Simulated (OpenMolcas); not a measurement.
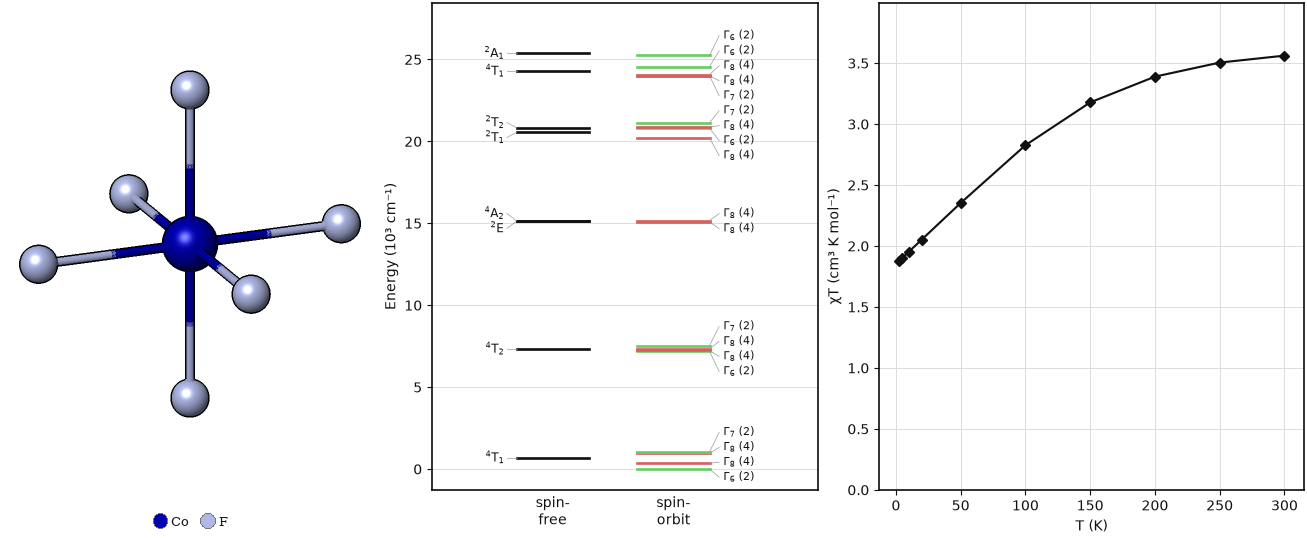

Co²⁺ (3d⁷) as a dopant in LiF, a cluster with its 6 nearest F⁻ at 2.086 Å (octahedron) embedded in model potentials and point charges; the geometry was set, not optimised, and its levels and susceptibility. Labels give the representation in O, Td, D4 or D3 as the site allows (double group for half-integer spin) where it could be assigned and, in brackets, the degeneracy; spin-free states, where drawn, share the zero of the spin-orbit levels. The calculation used state-averaged CASSCF, active space 7 electrons in the shell 3d, basis ANO-RCC-VDZP on all atoms, DKH2 scalar Hamiltonian, spin-orbit coupling by RASSI with atomic mean-field integrals (OpenMolcas). Powder susceptibility by Van Vleck's formula.

> Describe the ground state and the low levels.

The ground level is Γ₆, a Kramers doublet, 100 % from states of spin multiplicity 4. Its principal g values are 4.44, 4.44 and 4.44, isotropic. The next level lies at 358 cm⁻¹ (Γ₈). The lowest spin-free state is ⁴T₁, from the free-ion F term; of the same spin there follow at 6,640 cm⁻¹ (⁴T₂), 14,500 cm⁻¹ (⁴A₂) and 23,600 cm⁻¹ (⁴T₁) above it. A ligand-field fit to the spin-free states gives |10Dq| = 7,540 cm⁻¹, B = 1,200 and C = 4,440 cm⁻¹ (rms misfit 100 cm⁻¹). χT is 1.87 cm³ K mol⁻¹ at 2 K and 3.56 at 300 K, an effective moment of 5.34 μB. The active orbitals hold 95 to 98 % metal character (Löwdin), and the Mulliken charge of the metal is +1.38.

Limits of the model: small active space favours high spin, ground spin may be wrong; the geometry is set by hand, with no relaxation and no charge compensation.
